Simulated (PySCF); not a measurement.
# C2H6S (ethanethiol): the cost of one run

Programs: PySCF 2.14.0, with density-fitted response routines of our own. Each step states its level of theory. These are calculated values for one molecule in the gas phase, unless marked as measured. Atoms count from 0, in the outputs and in this text.

## Step 1: The molecule as given

9 atoms, charge 0, multiplicity 1; geometry from: GFN2-xTB. The atoms were then displaced at random by about 0.01 Å, so the start is not that level's minimum.

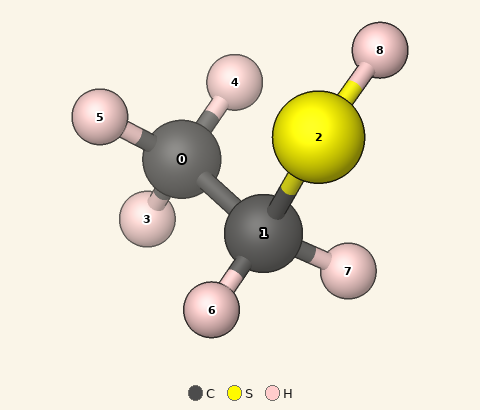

As it starts; carbon dark grey, sulfur yellow, hydrogen pink, atoms numbered.

## Step 2: Relaxing the molecule at PBE0-D3(BJ)/def2-SVP

The job: settings as JSON, then the geometry in Å.

```
{"job": {"xc": "PBE0", "basis": "def2-SVP", "d3": "d3bj", "grid": 1, "shake": 0.01, "kind": "geom"}, "charge": 0, "multiplicity": 1}
C     -0.772210     0.505660     0.105290
C      0.092310    -0.682040    -0.111610
S      1.695340    -0.502150     0.717520
H     -1.730490     0.361370    -0.362810
H     -0.352180     1.412810    -0.356550
H     -0.942740     0.720260     1.160710
H     -0.331250    -1.573830     0.332020
H      0.303630    -0.854060    -1.172370
H      2.095400     0.594830     0.081310
```

The run is started by

```console
$ OMP_NUM_THREADS=1 python probes_run.py task.json out
```

This one command runs all jobs of the session in turn.

Q: Estimate the wall time and peak memory of this first job on 1 thread of Arm Neoverse V1, shared host.

About 6 s, with a peak of 0.33 GiB.
